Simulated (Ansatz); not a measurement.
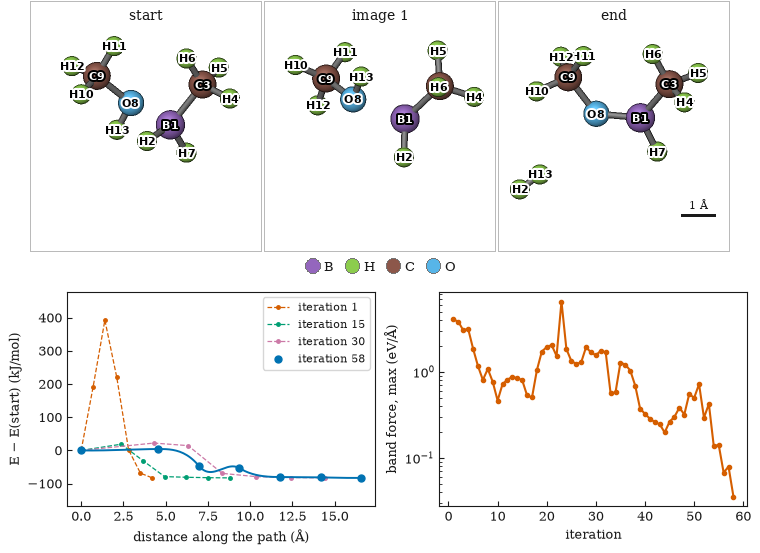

A search for the minimum-energy path of C2H9BO by the nudged elastic band. Images are numbered from 0 (start) to 6 (end). The plot follows the band through its iterations. The picture is a ball-and-stick view, seen at a tilt.

These are results of RKS PBE/6-31G* (Ansatz 0.2.0), not measurements. Set-up: 5 movable images; climbing image; force threshold 0.05 eV/Å; iteration limit 60; starting path by straight interpolation.

Judge this run.

The run is converged, with reservations. The band converged in 58 iterations. The largest component of the band force went from 4.1 to 0.036 eV/Å. The climbing image converged on the top of the path. Its curvatures weren't checked. The straight starting path can push atoms close together and costs iterations. The first iteration put the highest image at 392.6 kJ/mol. The energy climbs by 4.2 kJ/mol to image 1 and then falls by 87.0 kJ/mol, so the end point sits at −82.8 kJ/mol.

Cost: 8.6 min on 1 thread of Intel(R) Xeon(R) Platinum 8488C (Sapphire Rapids), with other jobs on the host, peak memory 0.13 GiB.
